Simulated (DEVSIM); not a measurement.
Device: Al/Si3N4/p-In0.53Ga0.47As capacitor, at 300 K.

```
layer (left to right)        material  thickness (nm)  Na (cm⁻³)
---------------------  --------------  --------------  ---------
1                               Si3N4            9.90          -
2                      In0.53Ga0.47As            3700     2.4e16
```

Metal gate on the left, work function 4.1 eV. Fixed charge at the semiconductor interface -1.7e11 cm⁻² (in units of +e); interface traps 1.6e11 cm⁻² eV⁻¹, uniform in energy, neutral level at 0.5 of the gap above the valence band.

The device is made up for the run: typed textbook-type constants, with dimensions and the other settings drawn at random. Values at 300 K.

```tsv
parameter	Si3N4	In0.53Ga0.47As
gap (eV)	5.1	0.74
affinity (eV)	2.1	4.51
permittivity	7.5	13.9
Nc (cm⁻³)	-	2.1e17
Nv (cm⁻³)	-	7.7e18
```

Model (solved in DEVSIM): 1D Poisson equation in equilibrium, Boltzmann statistics, complete ionisation; no quantum confinement or tunnelling. Metal contacts follow the ideal Schottky-Mott rule: no Fermi-level pinning, no interface dipoles.

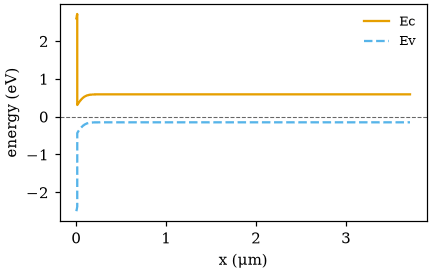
Fig. 1. Band edges at -0.6 V on the gate

Energies count from the Fermi level of the right contact; mesh points crowd at the junctions.

| x (μm) | Ec (eV) | Ev (eV) | n (cm⁻³) | p (cm⁻³) | field (V/cm) |
|---|---|---|---|---|---|
| 0.000 | 2.600 | -2.500 | < 1e2 | < 1e2 | 120000 |
| 0.001312 | 2.615 | -2.485 | < 1e2 | < 1e2 | 120000 |
| 0.003749 | 2.644 | -2.456 | < 1e2 | < 1e2 | 120000 |
| 0.007029 | 2.683 | -2.417 | < 1e2 | < 1e2 | 120000 |
| 0.009502 | 2.712 | -2.388 | < 1e2 | < 1e2 | 120000 |
| 0.01067 | 0.310 | -0.430 | 1.3e12 | 4.6e11 | 40000 |
| 0.01309 | 0.319 | -0.421 | 9.1e11 | 6.6e11 | 39000 |
| 0.02160 | 0.352 | -0.388 | 2.6e11 | 2.3e12 | 37000 |
| 0.03678 | 0.403 | -0.337 | 3.5e10 | 1.7e13 | 32000 |
| 0.07198 | 0.496 | -0.244 | 9.8e8 | 6.1e14 | 21000 |
| 0.1513 | 0.581 | -0.159 | 3.7e7 | 1.6e16 | 3400 |
| 0.4304 | 0.591 | -0.149 | 2.5e7 | 2.4e16 | ≈ 0 |
| 0.9595 | 0.591 | -0.149 | 2.5e7 | 2.4e16 | ≈ 0 |
| 2.095 | 0.591 | -0.149 | 2.5e7 | 2.4e16 | ≈ 0 |
| 3.146 | 0.591 | -0.149 | 2.5e7 | 2.4e16 | ≈ 0 |
| 3.460 | 0.591 | -0.149 | 2.5e7 | 2.4e16 | ≈ 0 |
| 3.600 | 0.591 | -0.149 | 2.5e7 | 2.4e16 | ≈ 0 |
| 3.662 | 0.591 | -0.149 | 2.5e7 | 2.4e16 | ≈ 0 |
| 3.694 | 0.591 | -0.149 | 2.5e7 | 2.4e16 | ≈ 0 |
| 3.703 | 0.591 | -0.149 | 2.5e7 | 2.4e16 | ≈ 0 |
| 3.708 | 0.591 | -0.149 | 2.5e7 | 2.4e16 | ≈ 0 |
| 3.710 | 0.591 | -0.149 | 2.5e7 | 2.4e16 | ≈ 0 |
